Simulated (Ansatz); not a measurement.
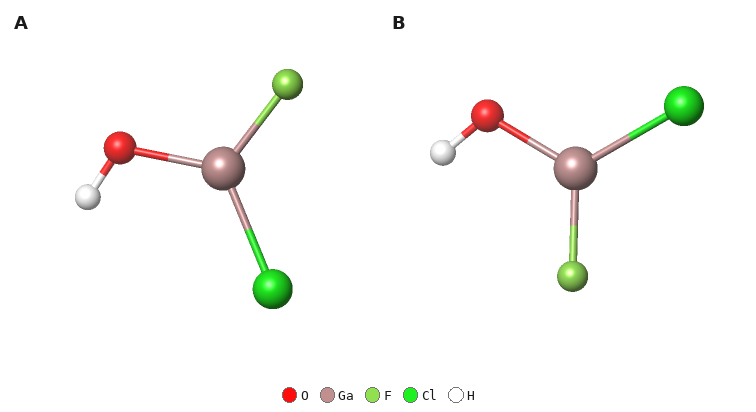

2 stationary structures of one formula. Geometries: PBE0-D4/def2-TZVP. Electronic energies: CCSD(T)/CBS (from def2-TZVPP and def2-QZVPP) (Ansatz 0.2.0), without zero-point energy. No frequency run is at hand to confirm each as a minimum.

How are they related?

Answer. They are conformers of ClFGaHO: `[OH][Ga]([F])[Cl]`.

Which structure is the most stable?

Answer. B is lowest (Cs); A lies 0.007 eV above it (Cs).
